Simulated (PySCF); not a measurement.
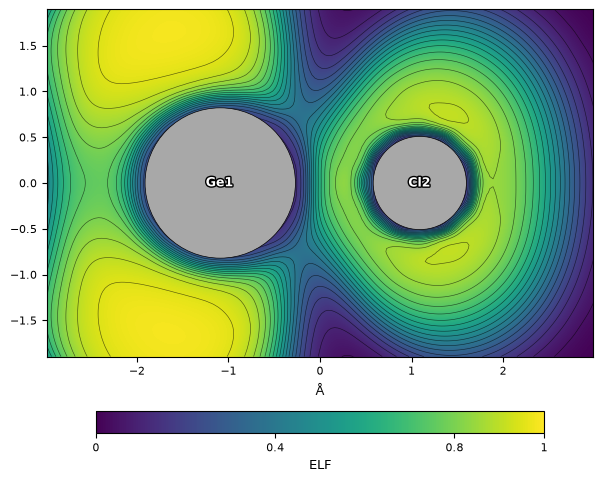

GeCl (doublet). ELF on a plane that holds the molecular axis. Grey discs cover the atomic cores.

The calculation used PBE0/def2-TZVPPD, non-relativistic Hamiltonian with scalar-relativistic core potentials where named, at a bond length of 2.180 Å (PySCF 2.14.0).

```xyz
2

Ge    0.0000    0.0000   -0.7001
Cl    0.0000    0.0000    1.4799
```

Question: Describe what can be read from this map.

Answer:
- The section cuts through Ge and Cl sites.
- Ge–Cl (2.18 Å): the ELF peaks at about 0.85 in the valence shell of Cl, 0.8 Å from its nucleus, and is about 0.65 at the midpoint.
- The ELF also peaks beside Cl2, away from the bonds: non-bonding electrons, paired or unpaired.
